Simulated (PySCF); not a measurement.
# C4H12OSi, SMILES `C[Si](C)(C)OC`: electronic structure

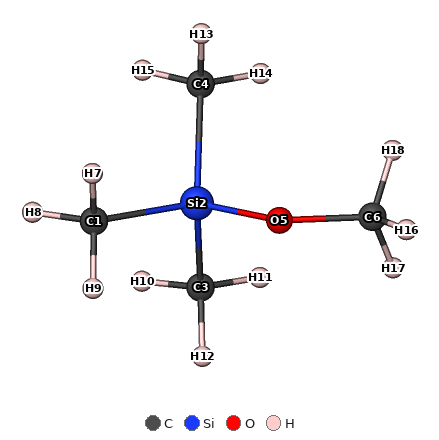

The molecule, with its atoms numbered as below. No frequency check shows the geometry to be a minimum.

Coordinates in Å:

```
C1       1.5667    1.4647    0.0146
Si2      0.3696   -0.0052    0.0003
C3       0.5950   -1.0855   -1.5593
C4       0.5919   -1.1166    1.5387
O5      -1.0857    0.7469    0.0075
C6      -2.3618    0.1793    0.0001
H7       1.4316    2.0781    0.8989
H8       2.5945    1.1189    0.0047
H9       1.4225    2.1013   -0.8517
H10      1.5976   -1.4959   -1.6234
H11     -0.0981   -1.9230   -1.5702
H12      0.4214   -0.5070   -2.4626
H13      0.4334   -0.5528    2.4539
H14     -0.1127   -1.9446    1.5396
H15      1.5891   -1.5420    1.5871
H16     -3.0897    0.9904    0.0428
H17     -2.5253   -0.4014   -0.9111
H18     -2.5040   -0.4759    0.8629
```

### 1. Bonding charge

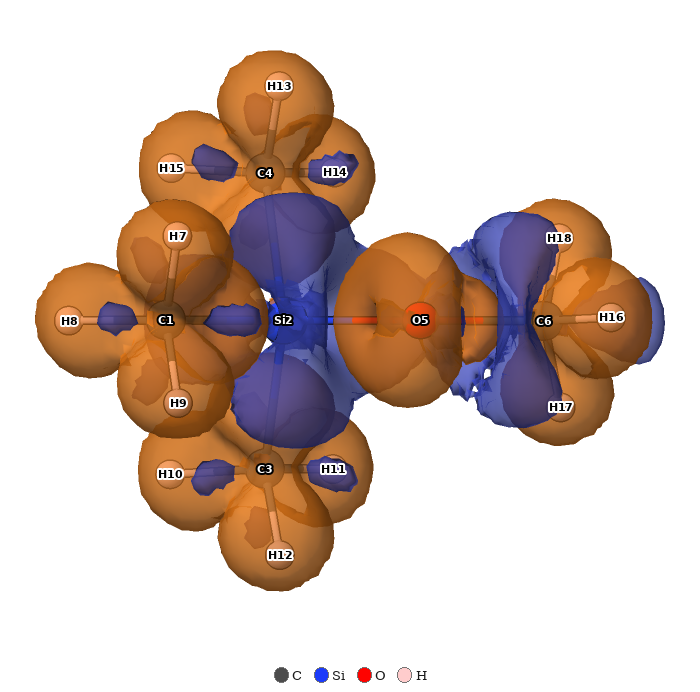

Deformation density (molecule less spherical, spin-averaged free atoms at the same positions), surfaces at ±0.05 e/Å³; orange: gain, blue: loss.

Computed with PySCF, PBE/def2-TZVP, geometry: GFN2-xTB.

Question: How much density has each bond gained at its critical point, relative to the free atoms?

Answer: The five largest and four smallest: C6–H16: +0.73 e/Å³ at the bond critical point (bond length 1.09 Å, Mayer order 1.0). C6–H18: +0.72 e/Å³ at the bond critical point (bond length 1.09 Å, Mayer order 1.0). C6–H17: +0.72 e/Å³ at the bond critical point (bond length 1.09 Å, Mayer order 1.0). C1–H7 and C1–H9: +0.64 e/Å³ at the bond critical point (bond length 1.08 Å, Mayer order 1.0). C4–H13: +0.64 e/Å³ at the bond critical point (bond length 1.09 Å, Mayer order 1.0). Si2–C3: +0.18 e/Å³ at the bond critical point (bond length 1.91 Å, Mayer order 1.0). Si2–C4: +0.18 e/Å³ at the bond critical point (bond length 1.91 Å, Mayer order 1.0). Si2–O5: +0.10 e/Å³ at the bond critical point (bond length 1.64 Å, Mayer order 1.2); up to 0.6 Å beside the axis the gain reaches +0.38 e/Å³. O5–C6: +0.10 e/Å³ at the bond critical point (bond length 1.40 Å, Mayer order 1.0); up to 0.6 Å beside the axis the gain reaches +0.30 e/Å³. In all, 3.7 electrons gather in the regions of gain relative to the promolecule. A small or negative value marks a very polar bond, one between electron-rich atoms, whose free-atom densities already overlap strongly, a long bond to a heavier atom, or a closed-shell contact such as a hydrogen bond.

### 2. Bond critical points

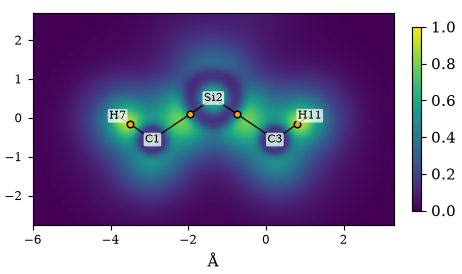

Localised orbital locator (LOL) in the plane of C1, Si2, C3, H7 and H11, with bond paths and bond critical points (dots).

Question: Rank the bonds in the plane by LOL at their critical points.

Answer: C1–H7: about 0.87; C3–H11: about 0.87; Si2–C3: about 0.44; C1–Si2: about 0.44. Values above 0.5 mark slow, localised electrons, as in shared pairs; low values at a critical point mark a polar or closed-shell contact whose critical point lies between the shells.

Question: Where along C1–H7 does the critical point lie?

Answer: 0.69 Å from C1 and 0.39 Å from H7.

### 3. Local ionisation energy

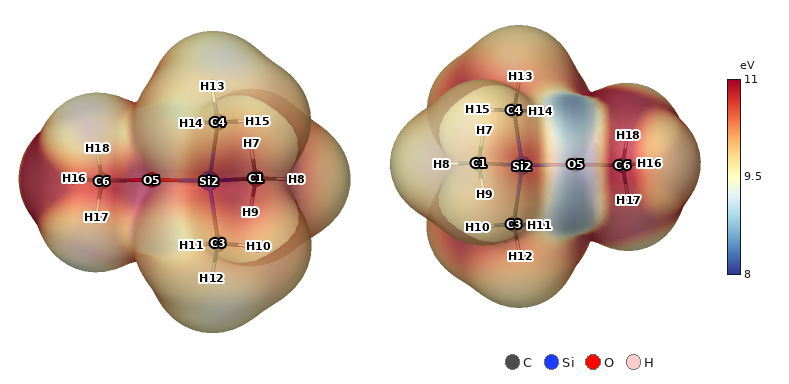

Average local ionisation energy on the surface of electron density 0.001 a.u. (back view left, front view right).

Question: Where are the most loosely bound electrons on this surface?

Answer: The lowest value is 8.3 eV, 1.9 Å from O5. Further minima include 8.4 eV, 1.9 Å from O5; 9.3 eV, near H12 (1.84 Å), H10 (1.87 Å), H11 (1.97 Å) and C3 (2.00 Å), and at like points elsewhere; 9.3 eV, 1.4 Å from H17, and at like points elsewhere. For comparison, the highest occupied orbital lies at −6.2 eV.

Question: What volume does the surface enclose, and what is the dipole moment?

Answer: About 164 Å³; the dipole moment is 0.9 D.

### 4. In an electric field

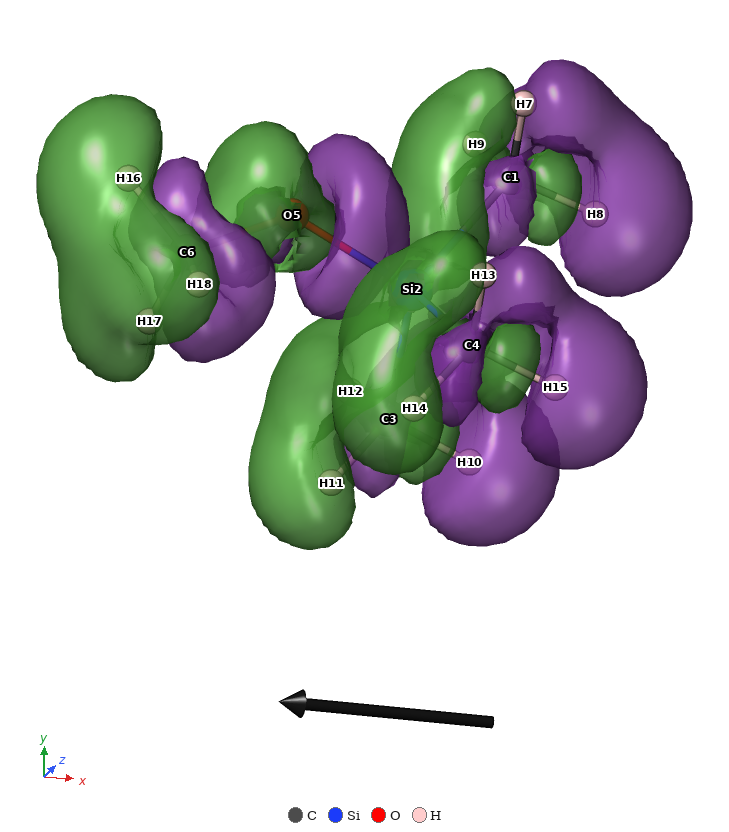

Change of the electron density in a uniform field of 0.21 V/Å along −x (arrow), surfaces at ±0.001 e/Å³ (purple: gain, green: loss).

PySCF calculation, PBE/def2-TZVP, gas phase; geometry: GFN2-xTB. A basis without diffuse functions makes polarisabilities too small.

The field was applied in both directions; the picture shows the one opposite to the script's first.

Question: What dipole is induced, and what polarisability does it imply?

Answer: The induced dipole is 0.83 D (along the field); α along this axis, from the fields in both directions, is 82 bohr³ (12.2 Å³).

### 5. Removing or adding an electron

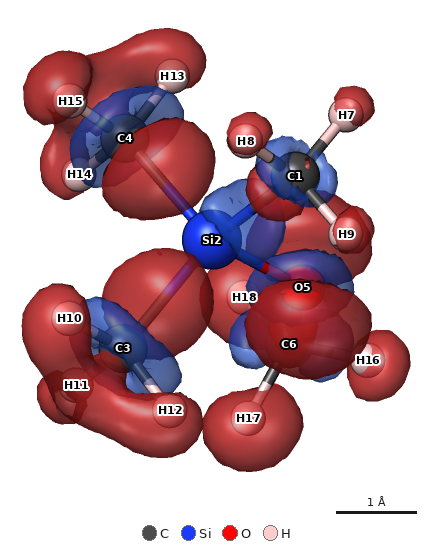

Fukui function f⁻ = ρ(N) − ρ(N−1) at fixed geometry, surfaces at ±0.02 e/Å³ (red positive, blue negative).

Method: PBE/def2-TZVP; geometry: GFN2-xTB; program: PySCF.

Question: On which atoms does the density change most on removal of an electron?

Answer: f⁻ (Hirshfeld-condensed) is largest on O5 (0.16); the vertical ionisation energy is 9.07 eV (the stability of the cation's solution wasn't checked). Condensed values hint at sites of electrophilic attack but needn't mark the atom that reacts. Orbital relaxation makes it negative in places (0.23 e in all).
